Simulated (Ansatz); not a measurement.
Reaction (SMILES): P (PH3) → [PH2] (PH2) + H atom
B3LYP-D3(BJ)/def2-TZVP geometries, fixed; electronic energies without zero-point terms.
Largest species:
```xyz
4

P      0.0029     0.0016     0.1282
H     -0.0038     1.1839    -0.6561
H      1.0120    -0.6137    -0.6568
H     -1.0521    -0.5944    -0.6098
```
Charge 0, spin multiplicity 1.

Basis-set convergence of the bond dissociation energy at B3LYP with Ansatz (a first-principles code). All functions are spherical. The program fits the integrals of some runs and decomposes those of others, by size. Open shells are unrestricted. No added dispersion term, no relativity. Functions are those of the species that has most. Reference: the value in pcseg-4, 86.22 kcal/mol, itself unsure by roughly 0.02 kcal/mol (its mean distance from aug-pcseg-3, aug-cc-pV(Q+d)Z, cc-pV(5+d)Z). Deviations are taken from unrounded values.

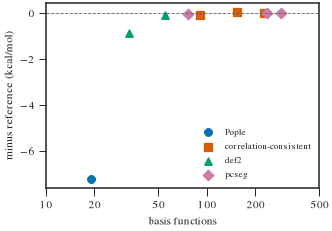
Figure: Deviation from the reference against the number of basis functions, by family of sets.

```csv
basis,functions,bond dissociation energy (kcal/mol),minus reference (kcal/mol)
6-31G,19,78.97,-7.25
def2-SVP,33,85.33,-0.88
def2-TZVP,55,86.11,-0.10
pcseg-2,76,86.18,-0.04
jun-cc-pV(T+d)Z,90,86.14,-0.08
cc-pV(Q+d)Z,154,86.27,0.05
aug-cc-pV(Q+d)Z,227,86.23,0.01
aug-pcseg-3,236,86.20,-0.02
pcseg-4,288,86.22,0.00
```
